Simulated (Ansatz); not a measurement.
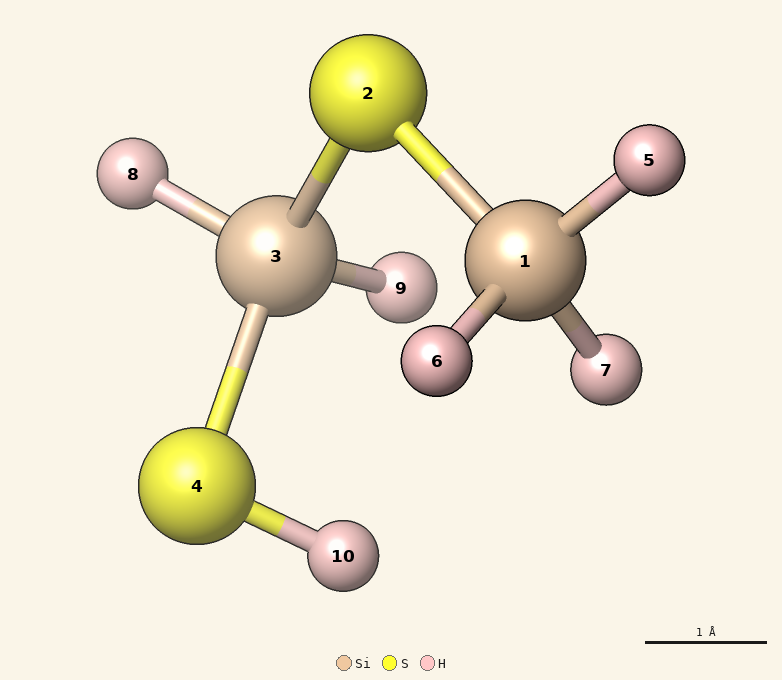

Orthographic view. Distant atoms are faded towards the background colour. The computed structure is the end point of a PBE-D4/def2-SVP optimisation. No frequency run is at hand to confirm it as a minimum.

List the bonded neighbours of every atom.

Si1: S2, H5, H6, H7
S2: Si1, Si3
Si3: S2, S4, H8, H9
S4: Si3, H10
H5: Si1
H6: Si1
H7: Si1
H8: Si3
H9: Si3
H10: S4
